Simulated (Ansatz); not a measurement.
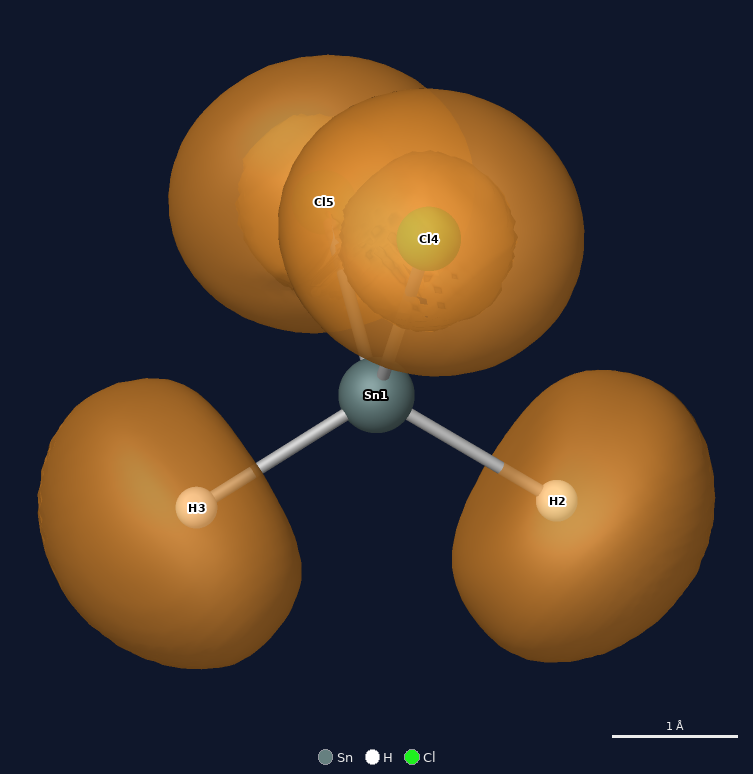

Figure 1: Cl2H2Sn. Isosurface of the ELF at 0.8 (orange), seen at an oblique angle. Only the valence region is drawn (cores and ρ < 0.01 e/Å³ removed).

Core potentials replace the inner electrons of Sn.

Computed with RKS PBE-D4/def2-SVP in Ansatz.

Input

```
crystal:
  periodic: [false, false, false]
  atoms:
    - { symbol: Sn, position_ang: [0.005278, 0.008359, -0.011667] }
    - { symbol: H, position_ang: [0.382616, -1.598219, 0.345306] }
    - { symbol: H, position_ang: [1.350054, -0.423183, -0.938033] }
    - { symbol: Cl, position_ang: [-2.032394, 0.428006, -1.10255] }
    - { symbol: Cl, position_ang: [0.294446, 1.585037, 1.706844] }
basis:
  gaussian: { orbitals: def2-SVP }
hamiltonian:
  xc: pbe
  dispersion: d4
relax:
  f_tol: 0.03
  max_steps: 50
output:
  orbitals: {}
```

Run with:

```sh
ansatz run input.yaml --threads 1 --pin off --max-ram 2048MiB --backend cpu --events-out ev --progress --plain --runs-dir out
```

The fields are those of the relaxed geometry.

Q: What do the ELF domains correspond to?

A: The surface consists of two regions around hydrogen nuclei and two regions wrapped around Cl (the valence shell of each).

Values along the shortest contacts:
Sn–Cl (2.36 Å): the ELF peaks at about 0.80 in the valence shell of Cl, 0.8 Å from its nucleus, and drops to about 0.15 between the two atoms. Sn–H (1.72 Å): the ELF climbs to about 1 towards the hydrogen.
